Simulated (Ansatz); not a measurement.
**Bismuth, dhcp under BLYP: from relaxation to bulk modulus, part 1 of 2**

The plan for bismuth in the dhcp structure: relax it, solve it on a dense k-mesh, then scale the cell to 7 volumes from 88 to 112 % of the relaxed one and try a fit of the equation of state. Spin polarisation is left out. The k-meshes are 10×10×3 for the relaxation; 13×13×4 for the dense run; 11×11×3 for the volumes.

Program: Ansatz 0.2.0. Level of theory: DFT BLYP, plane waves (420 eV) with PAW, scalar-relativistic; PAW files made under PBE, frozen cores solved again for the functional. These are calculated values, not measurements.

## 1. Starting point

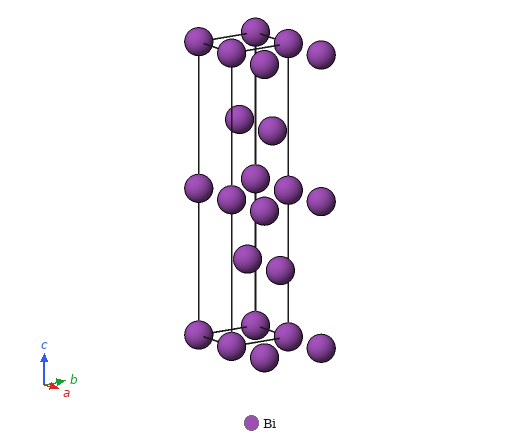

Start, viewed slightly off an axis; bismuth purple. 2×1×1 cells are drawn. Any atoms on the faces are drawn again on the opposite ones.

Coordinates:

```cif
data_structure
_symmetry_space_group_name_H-M 'P6_3/mmc'
_symmetry_Int_Tables_number 194
_cell_length_a 3.5580
_cell_length_b 3.5580
_cell_length_c 11.6204
_cell_angle_alpha 90.000
_cell_angle_beta 90.000
_cell_angle_gamma 120.000
_cell_volume 127.40
loop_
_atom_site_label
_atom_site_type_symbol
_atom_site_symmetry_multiplicity
_atom_site_Wyckoff_symbol
_atom_site_fract_x
_atom_site_fract_y
_atom_site_fract_z
_atom_site_occupancy
Bi1 Bi 2 a 0.00000 0.00000 0.00000 1
Bi2 Bi 2 c 0.33333 0.66667 0.25000 1
```

## 2. Relaxation of the cell

File input.yaml:

```yaml
crystal:
  lattice:
    - [3.5579831475, 0.0, 0.0]
    - [-1.7789915738, 3.081303792, 0.0]
    - [0.0, 0.0, 11.6203729598]
  atoms:
    - { symbol: Bi, position: [0.0, 0.0, 0.0] }
    - { symbol: Bi, position: [0.0, 0.0, 0.5] }
    - { symbol: Bi, position: [0.3333333333, 0.6666666667, 0.25] }
    - { symbol: Bi, position: [0.6666666667, 0.3333333333, 0.75] }
hamiltonian:
  xc: blyp
  pseudopotentials:
    kind: paw
    azcp:
      Bi: "pseudopotentials/Bi.paw.azcp"
basis:
  ecutwfc: 420
  fft_grid_basis: typed
kpoints:
  mp_grid: { grid: [10, 10, 3], shift: [0, 0, 0] }
magnetization:
  spin_polarized: false
scf:
  occupations: { method: fermi_dirac, width: 0.1 }
relax:
  max_steps: 60
  f_tol: 0.01
  cell: {}
output:
  write_density: true
  write_potential: true
  elf: true
  volumetric_format: npy
```

The log of the run (excerpt; [...] marks lines left out):

```text
Warning: RAYON_NUM_THREADS=2 ignored (pool sized by the plan → 2); use --threads N
[...]
Pseudopotentials: kind: paw
Pseudopotential: Bi, paw, valence charge 15, recommended cutoff 420 eV (normal), <dir>
Functional definition: BLYP
[...]
Crystal: 4 atoms, lattice volume = 127.397 Å³
Basis set: ecut = 420 eV, 2445 PW (Γ), exchange–correlation on 48×48×160 points (8 copies of the dense FFT grid, shifted against one another)
Bands: 36, of which v1, the nominal top of the filled ones, is band 30 counted from 1 (29 counted from 0)
Symmetry: 24 space group operations
Space group: P63/mmc (ITA 194), of the structure as read, at distance tolerance 5.0e-5 Å
k-points: 28 of 300
[...]
SCF iter   1: F=—  HF=-49699.992859 eV  |F-HF|=—  |Δ(HF+E_count)|=         —  Δρ=5.29e-3  dr2=3.08e-2  ethr=1.77e-3  ⟨swp⟩=7.1  Hψ=4499  notcnv=0
[...]
relax step   1: F+E_penalty+E_count = -49699.99030881 eV  Δ(F+E_penalty+E_count) = +0.000e0 eV  max|allowed force component| = 5.320e-17 eV/Å  Δτ_max = 0.0000 Å  P = +3.740 GPa  Ω = 127.397 Å³  (7 SCF iters, dr2 threshold 1.00e-7 eV, accepted)
[...]
relax step   5: F+E_penalty+E_count = -49700.10863858 eV  Δ(F+E_penalty+E_count) = -3.010e-4 eV  max|allowed force component| = 4.163e-17 eV/Å  Δτ_max = 0.0000 Å  P = -0.001 GPa  Ω = 137.613 Å³  energy of the carried Pulay correction = -2.464e-3 eV  (3 SCF iters, dr2 threshold 1.01e-7 eV, accepted)
[...]
SCF converged after 6 iterations
Free energy (F): -49700.110759 eV
[...]
E sigma→0 (E₀):  -49700.065087 eV
Entropy (-TS):   -0.091345 eV (-22.836 meV/atom)
Fermi energy:    10.705483 eV
[...]
--- Forces (eV/Å), atoms counted from 1 ---
  atom   1  Bi     0.00000000    -0.00000000     0.00000000
  atom   2  Bi     0.00000000    -0.00000000     0.00000000
  atom   3  Bi    -0.00000000    -0.00000000     0.00000000
  atom   4  Bi     0.00000000     0.00000000     0.00000000
[...]
--- Stress (GPa, compression-positive) ---
       -0.018152       0.000000       0.000000
       -0.000000      -0.018152       0.000000
        0.000000       0.000000       0.006274
  P = ⅓ Tr σ = -0.0100 GPa (-0.100 kbar)
--- Band table (eV; the first three rows and the last of 28) ---
[...]
--- Relaxed structure (5 steps of the walk, 5 accepted, 1 SCFs on fresh bases) ---
  F+E_penalty+E_count = -49700.11075932 eV   max|allowed force component| = 4.973e-17 eV/Å   (the final SCF, on the basis selected at the relaxed cell)
  cell:  # Å, volume = 137.6129 Å³
    - [3.608139262829976, 2.92745014864328e-11, 0.0]
    - [-1.8040696314403404, 3.1247402619881792, 0.0]
    - [0.0, 0.0, 12.205679026324473]
  atoms:
    - { symbol: Bi, position: [-2.517027753040608e-34, 3.7831850298825883e-34, -1.1049157378166075e-35] }
    - { symbol: Bi, position: [-2.9740341431703685e-34, 2.8635337265114424e-34, 0.49999999999999994] }
    - { symbol: Bi, position: [0.3333333333333332, 0.6666666666666667, 0.24999999999999997] }
    - { symbol: Bi, position: [0.6666666666666666, 0.3333333333333333, 0.7499999999999999] }
```

Run time: 20 s. Hardware: 2 threads of Arm Neoverse V1, shared host; peak memory 0.45 GiB.

The walk, from the log:

```
step  energy change (meV/atom)  largest force (eV/Å)  pressure (GPa)  volume (Å³/atom)
   1                      0.00                0.0000            3.74            31.849
   2                    -26.00                0.0000           -0.92            35.181
   3                    -29.03                0.0000           -0.17            34.510
   4                    -29.51                0.0000            0.07            34.326
   5                    -29.58                0.0000            0.00            34.403
   6                    -30.11                0.0000           -0.01            34.403
```

Steps that repeat a cell are solved on a basis chosen anew, so their changes of energy are no gain of the relaxation.

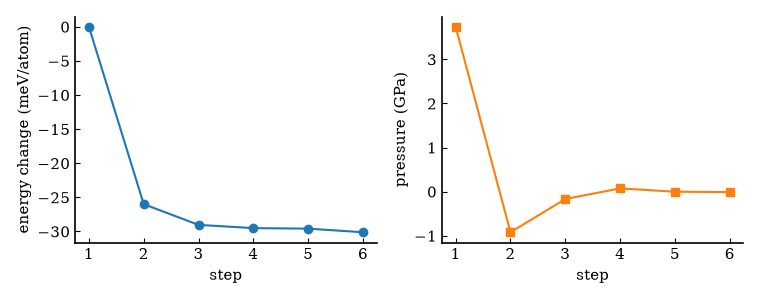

Energy and pressure over the accepted steps.

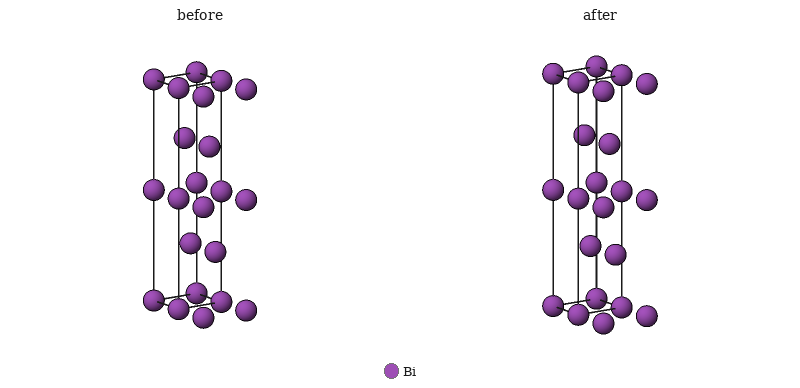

Before and after, at one scale. The cells drawn are those of the first picture.

Changes in the cell that was computed:

|  | before | after | change |
| --- | --- | --- | --- |
| a (Å) | 3.558 | 3.608 | +1.4 % |
| b (Å) | 3.558 | 3.608 | +1.4 % |
| c (Å) | 11.620 | 12.206 | +5.0 % |
| volume (Å³/atom) | 31.849 | 34.403 | +8.0 % |
| shortest distance (Å) | 3.558 | 3.608 | +1.4 % |
| space group (spins left aside) | P6_3/mmc | P6_3/mmc | same |

## 3. Single point on a dense mesh

File input.yaml:

```yaml
crystal:
  lattice:
    - [3.6081392628, 0.0, 0.0]
    - [-1.8040696314, 3.124740262, 0.0]
    - [0.0, 0.0, 12.2056790263]
  atoms:
    - { symbol: Bi, position: [1.0, 0.0, 1.0] }
    - { symbol: Bi, position: [1.0, 0.0, 0.5] }
    - { symbol: Bi, position: [0.3333333333, 0.6666666667, 0.25] }
    - { symbol: Bi, position: [0.6666666667, 0.3333333333, 0.75] }
hamiltonian:
  xc: blyp
  pseudopotentials:
    kind: paw
    azcp:
      Bi: "pseudopotentials/Bi.paw.azcp"
basis:
  ecutwfc: 420
  fft_grid_basis: typed
kpoints:
  mp_grid: { grid: [13, 13, 4], shift: [0, 0, 0] }
magnetization:
  spin_polarized: false
scf:
  occupations: { method: fermi_dirac, width: 0.1 }
```

The log of the run (excerpt; [...] marks lines left out):

```text
Warning: RAYON_NUM_THREADS=2 ignored (pool sized by the plan → 2); use --threads N
[...]
[... 3 set-up lines as earlier in the session ...]
[...]
Crystal: 4 atoms, lattice volume = 137.613 Å³
Basis set: ecut = 420 eV, 2657 PW (Γ), exchange–correlation on 50×50×180 points (8 copies of the dense FFT grid, shifted against one another)
Bands: 35, of which v1, the nominal top of the filled ones, is band 30 counted from 1 (29 counted from 0)
[... 1 set-up line as earlier in the session ...]
Space group: P63/mmc (ITA 194), of the structure as read, at distance tolerance 5.2e-5 Å
k-points: 63 of 676
[...]
SCF iter   1: F=—  HF=-49700.111522 eV  |F-HF|=—  |Δ(HF+E_count)|=         —  Δρ=5.04e-3  dr2=3.26e-2  ethr=1.77e-3  ⟨swp⟩=7.0  Hψ=9694  notcnv=0
[...]
SCF iter   7: F=-49700.107460 eV  HF=-49700.107460 eV  |F-HF|=3.26e-8  |Δ(HF+E_count)|=   1.11e-6  Δρ=4.08e-6  dr2=2.75e-8  ethr=1.67e-10  ⟨swp⟩=2.0  Hψ=5497  notcnv=0
[...]
SCF converged after 7 iterations
Free energy (F): -49700.107460 eV
[...]
E sigma→0 (E₀):  -49700.059985 eV
Entropy (-TS):   -0.094951 eV (-23.738 meV/atom)
Fermi energy:    10.679753 eV
[...]
```

Wall time 7.9 s (2 threads of Arm Neoverse V1, shared host); peak memory 0.5 GiB.

## 4. At 88 % of the relaxed volume

Edit input.yaml of step 3 so:

```diff
@@ -2,5 +2,5 @@
   lattice:
-    - [3.6081392628, 0.0, 0.0]
-    - [-1.8040696314, 3.124740262, 0.0]
-    - [0.0, 0.0, 12.2056790263]
+    - [3.4576220222, 0.0, 0.0]
+    - [-1.7288110111, 2.9943885079, 0.0]
+    - [0.0, 0.0, 11.6965065711]
   atoms:
@@ -20,3 +20,3 @@
 kpoints:
-  mp_grid: { grid: [13, 13, 4], shift: [0, 0, 0] }
+  mp_grid: { grid: [11, 11, 3], shift: [0, 0, 0] }
 magnetization:
@@ -25 +25,4 @@
   occupations: { method: fermi_dirac, width: 0.1 }
+  lower_state_search: "off"
+output:
+  stress: true
```

The log of the run (excerpt; [...] marks lines left out):

```text
Warning: RAYON_NUM_THREADS=2 ignored (pool sized by the plan → 2); use --threads N
[...]
[... 3 set-up lines as earlier in the session ...]
[...]
Crystal: 4 atoms, lattice volume = 121.099 Å³
Basis set: ecut = 420 eV, 2337 PW (Γ), exchange–correlation on 48×48×160 points (8 copies of the dense FFT grid, shifted against one another)
Bands: 35, of which v1, the nominal top of the filled ones, is band 30 counted from 1 (29 counted from 0)
[... 1 set-up line as earlier in the session ...]
Space group: P63/mmc (ITA 194), of the structure as read, at distance tolerance 4.9e-5 Å
k-points: 32 of 363
[...]
SCF iter   1: F=—  HF=-49699.786412 eV  |F-HF|=—  |Δ(HF+E_count)|=         —  Δρ=5.38e-3  dr2=2.94e-2  ethr=1.77e-3  ⟨swp⟩=6.9  Hψ=4965  notcnv=0
[...]
SCF iter   7: F=-49699.784140 eV  HF=-49699.784140 eV  |F-HF|=6.53e-9  |Δ(HF+E_count)|=   4.93e-7  Δρ=2.99e-6  dr2=1.46e-8  ethr=1.67e-10  ⟨swp⟩=5.0  Hψ=4156  notcnv=0
[...]
SCF converged after 7 iterations
Free energy (F): -49699.784140 eV
[...]
E sigma→0 (E₀):  -49699.739923 eV
Entropy (-TS):   -0.088432 eV (-22.108 meV/atom)
Fermi energy:    12.752991 eV
[...]
--- Stress (GPa, compression-positive) ---
        7.213275       0.000000       0.000000
        0.000000       7.213275       0.000000
        0.000000       0.000000       6.752491
  P = ⅓ Tr σ = 7.0597 GPa (70.597 kbar)
```

It took 3.3 s on 2 threads of Arm Neoverse V1, shared host; peak memory 0.41 GiB.

## 5. At 92 % of the relaxed volume

Edit input.yaml of step 4 so:

```diff
@@ -2,5 +2,5 @@
   lattice:
-    - [3.4576220222, 0.0, 0.0]
-    - [-1.7288110111, 2.9943885079, 0.0]
-    - [0.0, 0.0, 11.6965065711]
+    - [3.5092359305, 0.0, 0.0]
+    - [-1.7546179653, 3.0390874636, 0.0]
+    - [0.0, 0.0, 11.8711070374]
   atoms:
@@ -28 +28,5 @@
   stress: true
+  write_density: true
+  write_potential: true
+  elf: true
+  volumetric_format: npy
```

The log of the run (excerpt; [...] marks lines left out):

```text
Warning: RAYON_NUM_THREADS=2 ignored (pool sized by the plan → 2); use --threads N
[...]
[... 3 set-up lines as earlier in the session ...]
[...]
Crystal: 4 atoms, lattice volume = 126.604 Å³
Basis set: ecut = 420 eV, 2457 PW (Γ), exchange–correlation on 48×48×160 points (8 copies of the dense FFT grid, shifted against one another)
Bands: 36, of which v1, the nominal top of the filled ones, is band 30 counted from 1 (29 counted from 0)
[... 2 set-up lines as earlier in the session ...]
k-points: 32 of 363
[...]
SCF iter   1: F=—  HF=-49699.977224 eV  |F-HF|=—  |Δ(HF+E_count)|=         —  Δρ=5.24e-3  dr2=2.99e-2  ethr=1.77e-3  ⟨swp⟩=6.9  Hψ=5094  notcnv=0
[...]
SCF iter   7: F=-49699.974544 eV  HF=-49699.974544 eV  |F-HF|=1.56e-8  |Δ(HF+E_count)|=   7.04e-7  Δρ=3.29e-6  dr2=1.56e-8  ethr=1.67e-10  ⟨swp⟩=11.5  Hψ=8631  notcnv=0
[...]
SCF converged after 7 iterations
Free energy (F): -49699.974544 eV
[...]
E sigma→0 (E₀):  -49699.927746 eV
Entropy (-TS):   -0.093597 eV (-23.399 meV/atom)
Fermi energy:    12.012158 eV
[...]
--- Stress (GPa, compression-positive) ---
        4.208725      -0.000000      -0.000000
        0.000000       4.208725      -0.000000
       -0.000000      -0.000000       3.997295
  P = ⅓ Tr σ = 4.1382 GPa (41.382 kbar)
--- Band table (eV; the first three rows and the last of 32) ---
[...]
```

It took 4.8 s on 2 threads of Arm Neoverse V1, shared host; peak memory 0.43 GiB.

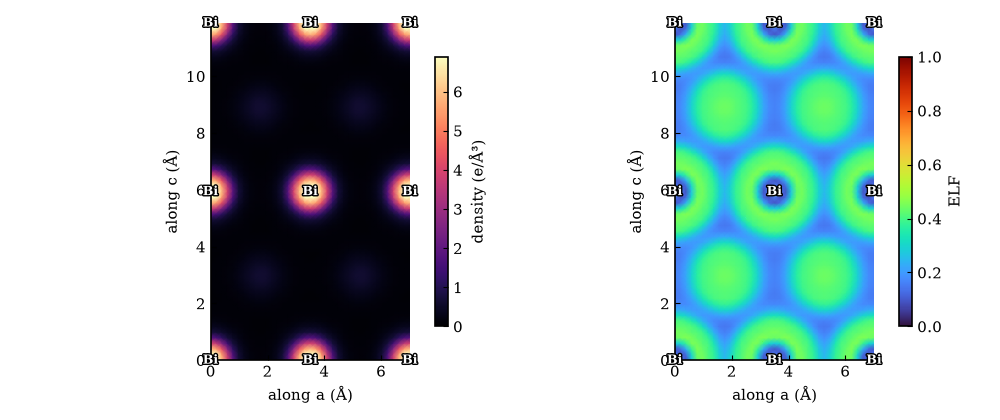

Density (left) and ELF (right) in a lattice plane of the grid's cell (edges 3.51 and 11.87 Å, at 0.000 of the third edge), which holds Bi. Only atoms in the plane are labelled; the density scale stops at 6.89 e/Å³. Both are smooth fields of the valence electrons: close to the nuclei they are not physical.

(Continued in part 2 of 2.)
